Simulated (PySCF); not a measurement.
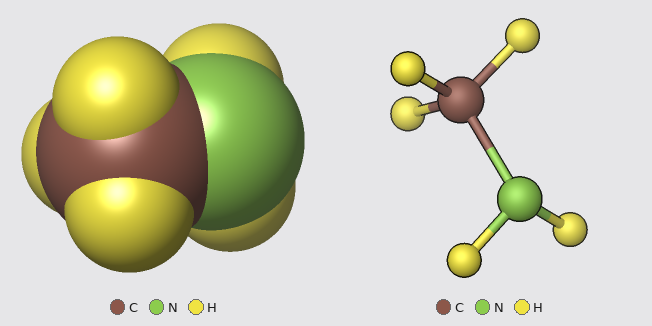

Two views of one molecule.

The geometry was computed by an optimisation with GFN2-xTB. No frequency run is at hand to confirm it as a minimum.

**Count the atoms of each element.**

CH5N, 7 atoms: 1 carbon, 5 hydrogen and 1 nitrogen.

**Describe its rings.**

It has no ring.

**How many bonds of each kind are drawn?**

3 C–H, 2 N–H, 1 C–N.

**What is its SMILES?**

CN

The parts below concern this one geometry. Atoms keep their numbers from picture to picture.

### Geometry

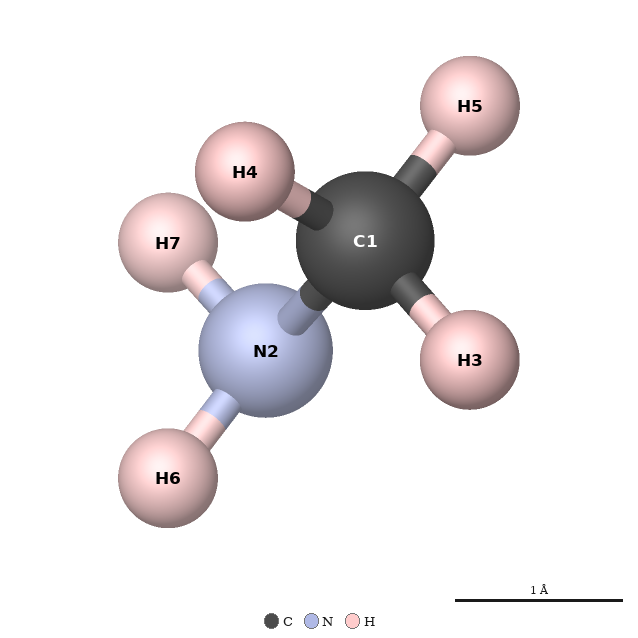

The atoms are numbered. No frequency run is at hand to confirm it as a minimum.

Give the bond lengths.

```tsv
bond	length (Å)	order
C1–N2	1.453	single
C1–H3	1.090	single
C1–H4	1.100	single
C1–H5	1.090	single
N2–H6	1.015	single
N2–H7	1.015	single
```

### NMR shielding

The questions are on isotropic NMR shieldings of the H atoms. No frequency run is at hand to confirm it as a minimum. Method: GIAO PBE0/pcSseg-1 NMR shielding, non-relativistic, gas phase (PySCF 2.14.0).

Give the isotropic NMR shieldings of the H atoms atom by atom.

```
atom  σ (ppm)
  H3    29.07
  H4    28.86
  H5    29.07
  H6    31.58
  H7    31.58
```

### Excitation

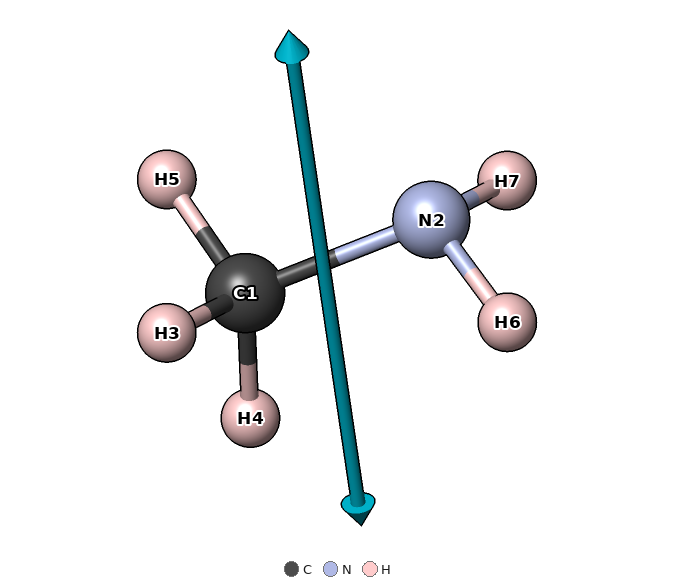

The double arrow shows the direction of the transition dipole to excited singlet state 2 (its length means nothing). No frequency run is at hand to confirm it as a minimum. Level of theory: TDDFT PBE0/def2-SVPD, vertical, gas phase, core orbitals frozen in the response (PySCF 2.14.0).

**Where does the transition lie, and how strong is it?**

7.33 eV (169 nm), oscillator strength 0.041, mainly HOMO → LUMO+1 (weight 0.97); transition dipole 1.21 D.

### Polarisability

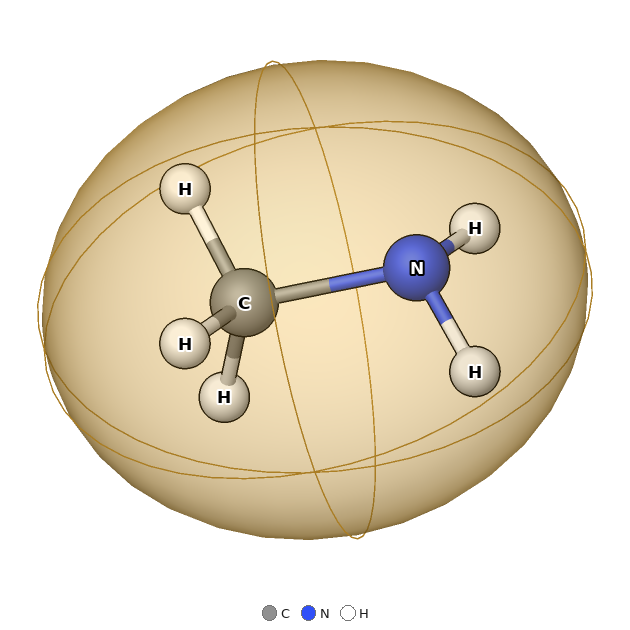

The ellipsoid shows the static dipole polarisability: its half-axes are proportional to the principal values. No frequency run is at hand to confirm it as a minimum. Computed with PBE0/def2-SVPD (PySCF 2.14.0).

**How large and how anisotropic is the polarisability?**

Principal values 23.5, 23.5, 27.1 bohr³; mean 24.7 bohr³ (3.66 Å³); anisotropy 3.6 bohr³, so the longest axis is 1.15 times the shortest.

### Charges

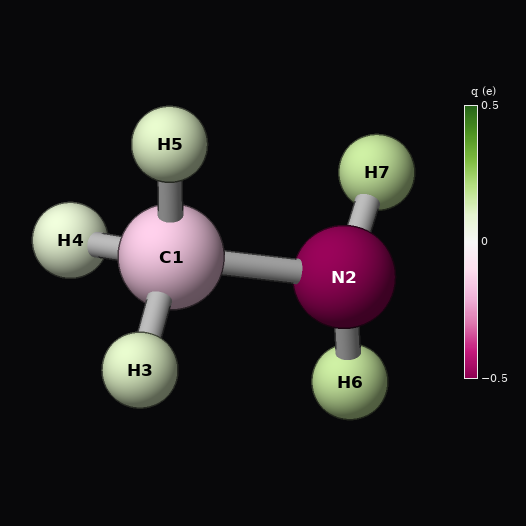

Atoms are coloured by their Mulliken charges. No frequency run is at hand to confirm it as a minimum. Properties computed with PBE0/pcSseg-1, gas phase (PySCF 2.14.0).

**Which atom carries the highest charge (most positive or least negative)?**

H6, H7 (0.17 e).

**And the lowest?**

N2 (−0.49 e).

List the Mulliken charges.

```tsv
atom	value (e)
C1	−0.16
N2	−0.49
H3	0.11
H4	0.09
H5	0.11
H6	0.17
H7	0.17
```

Mulliken values depend strongly on the basis set and can even reverse the polarity of a bond.
